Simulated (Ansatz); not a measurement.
Pulling on the Al1–I4 bond in AlH2I (SMILES [AlH2][I]) (multiplicity 1 held, fragments rigid). Energies count from the point at 2.485 Å.
Geometry at that point (charge 0, multiplicity 1):
```csv
atom,x (Å),y (Å),z (Å)
Al,-1.0295,-1.5930,0.2675
H,-0.5193,-2.6238,1.3372
H,-2.3270,-1.7805,-0.5976
I,0.3062,0.4738,-0.0796
```

Restricted levels (R-, RO-) in cc, def2 and unpolarised 6-31G sets keep to the state of the molecule at rest. U- levels take the lowest unrestricted solution at each point, which mixes spins at long bonds. Active spaces are followed from a long bond inwards. Levels need not reach the same state.

Frozen-core correlation. Filled d and f shells under p-block atoms count as core.

Run with Ansatz (an electronic-structure program) with Gaussian orbitals. Values without a source in brackets are computed. In def2 rows elements past Kr take small-core potentials, without spin–orbit coupling.

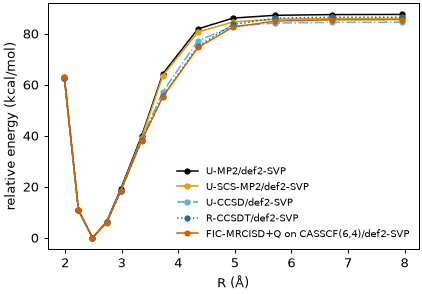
Fig. 1. Relative energy along the coordinate

Doubts at one or more of the structures used: a spin-contaminated determinant (U-MP2/def2-SVP, U-SCS-MP2/def2-SVP, U-CCSD/def2-SVP); T1 above 0.05 (U-CCSD/def2-SVP, R-CCSDT/def2-SVP); a restricted determinant that unrestricted orbitals would lower (R-CCSDT/def2-SVP); other coupled-cluster roots lie near (R-CCSDT/def2-SVP); active orbitals that take no part (FIC-MRCISD+Q on CASSCF(6,4)/def2-SVP).
